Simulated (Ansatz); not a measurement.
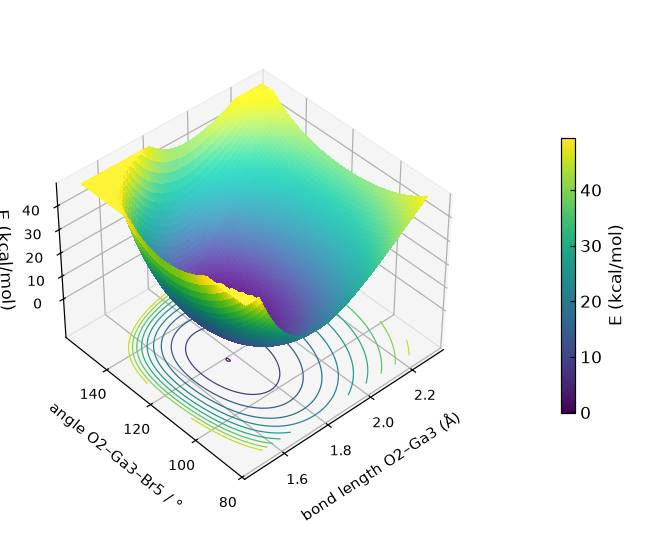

Energy landscape of CH3BrClGaO, SMILES C[O][Ga]([Cl])[Br]. 
- Coordinates scanned: (1) bond length O2–Ga3; (2) angle O2–Ga3–Br5.
- Nothing is relaxed (all other coordinates rigid).
- Grid: 15 × 15 points.
- Energies: kcal/mol, counted from the lowest grid point.
- All numbers below come from RKS r2SCAN-D4/def2-SVP in Ansatz.

The picture shows a relief with its contours projected below, any walls above the top of the colour scale cut off. Between grid points the surface is interpolated. 

Question: What does the map say about the system?

Answer: The lowest grid point is at bond length O2–Ga3 = 1.771 Å, angle O2–Ga3–Br5 = 119°. It is the only kind of minimum in the scanned range. The highest grid point, bond length O2–Ga3 = 1.481 Å, angle O2–Ga3–Br5 = 154°, lies 140.4 kcal/mol above the lowest. Round the minimum the two coordinates are nearly uncoupled.

Grid values (kcal/mol):

```csv
"angle O2–Ga3–Br5 ↓, bond length O2–Ga3 →",1.481,1.539,1.597,1.655,1.713,1.771,1.829,1.887,1.945,2.003,2.061,2.118,2.176,2.234,2.292
154,140.4,109.0,85.9,69.3,57.7,50.1,45.4,43.0,42.4,43.1,44.7,46.9,49.7,52.8,56.0
149,99.0,73.0,54.6,42.1,34.0,29.4,27.3,27.2,28.5,30.8,33.9,37.4,41.2,45.2,49.3
144,74.2,51.5,35.9,25.7,19.7,16.8,16.3,17.5,19.9,23.2,27.1,31.3,35.8,40.3,44.9
139,59.5,38.7,24.7,15.9,11.1,9.2,9.5,11.4,14.5,18.3,22.7,27.3,32.2,37.1,41.9
134,50.9,31.1,18.1,10.1,5.9,4.6,5.4,7.7,11.1,15.2,19.9,24.7,29.8,34.9,39.9
129,46.0,26.8,14.3,6.7,2.9,1.9,2.9,5.4,9.0,13.3,18.1,23.1,28.2,33.4,38.5
124,43.5,24.7,12.3,5.0,1.3,0.4,1.6,4.2,7.9,12.3,17.1,22.1,27.3,32.6,37.7
119,42.7,23.9,11.7,4.4,0.8,0.0,1.2,3.8,7.5,11.9,16.7,21.8,27.0,32.2,37.4
114,43.1,24.4,12.2,4.9,1.3,0.4,1.5,4.1,7.8,12.1,17.0,21.9,27.2,32.4,37.5
109,44.5,25.7,13.5,6.1,2.5,1.5,2.6,5.1,8.7,13.0,17.7,22.7,27.8,33.0,38.1
104,46.9,28.1,15.7,8.3,4.5,3.4,4.4,6.8,10.2,14.4,19.1,23.9,29.0,34.1,39.1
99,50.4,31.4,18.9,11.3,7.3,6.1,6.9,9.2,12.5,16.5,21.0,25.7,30.7,35.7,40.6
94,55.0,35.9,23.1,15.3,11.1,9.7,10.3,12.4,15.5,19.3,23.7,28.2,33.0,37.8,42.6
89,61.2,41.8,28.8,20.7,16.2,14.5,14.8,16.6,19.5,23.1,27.2,31.5,36.0,40.7,45.3
84,69.4,49.6,36.3,27.8,22.9,20.9,20.8,22.2,24.7,28.0,31.8,35.8,40.0,44.4,48.7
```

The input of one point:

```yaml
crystal:
  periodic: [false, false, false]
  atoms:
    - { symbol: C, position_ang: [-0.417064, -0.503162, 1.146351] }
    - { symbol: O, position_ang: [-0.222013, 0.645083, 0.341507] }
    - { symbol: Ga, position_ang: [0.46403, 0.611995, -1.290881] }
    - { symbol: Cl, position_ang: [1.050386, -1.261384, -2.137938] }
    - { symbol: Br, position_ang: [0.694308, 2.549996, -2.419074] }
    - { symbol: H, position_ang: [0.146492, -0.391228, 2.088416] }
    - { symbol: H, position_ang: [-0.09044, -1.438348, 0.656864] }
    - { symbol: H, position_ang: [-1.487557, -0.599677, 1.396198] }
basis:
  gaussian: { orbitals: def2-SVP }
hamiltonian:
  xc: r2scan
  dispersion: d4
output:
  forces: true
```

Time for the 225 points that were run: 21 min on 1 thread of Intel(R) Xeon(R) 6975P-C (Granite Rapids), on a shared host.
